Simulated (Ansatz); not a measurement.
# Cd₁₆S₁₅I: field-gradient calculation (part 3 of 3)

Continued. System: Cd₁₆S₁₅I (defect cell, 32 atoms in the cell). Method: DFT, PBE, plane waves, PAW, no spin polarisation (Ansatz 0.2.0); cutoff 420 eV, 3×3×2 k-mesh, Fermi–Dirac smearing of 0.01 eV. The structure derives from a Materials Project entry. The settings are looser than a standard set-up, so the numbers are not reference values.

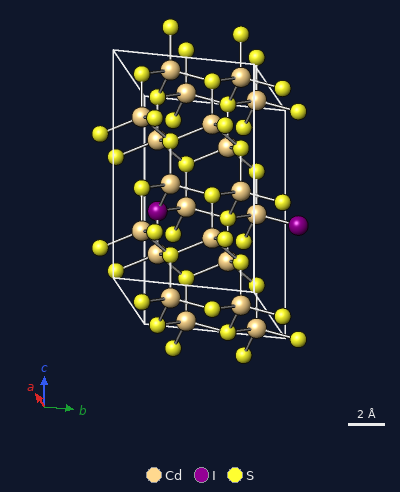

The structure as given in the input (ball-and-stick view of the cell of the calculation, seen at an oblique angle; bonded neighbours outside the cell are drawn too).

## File populations.tsv, continued
```
25	S	1_3P	-	5.192860
26	S	0_3S	-	1.890174
26	S	1_3P	-	5.194694
27	S	0_3S	-	1.890248
27	S	1_3P	-	5.192860
28	S	0_3S	-	1.890174
28	S	1_3P	-	5.194694
29	S	0_3S	-	1.890248
29	S	1_3P	-	5.192860
30	S	0_3S	-	1.889150
30	S	1_3P	-	5.192689
31	S	0_3S	-	1.888861
31	S	1_3P	-	5.194382
```
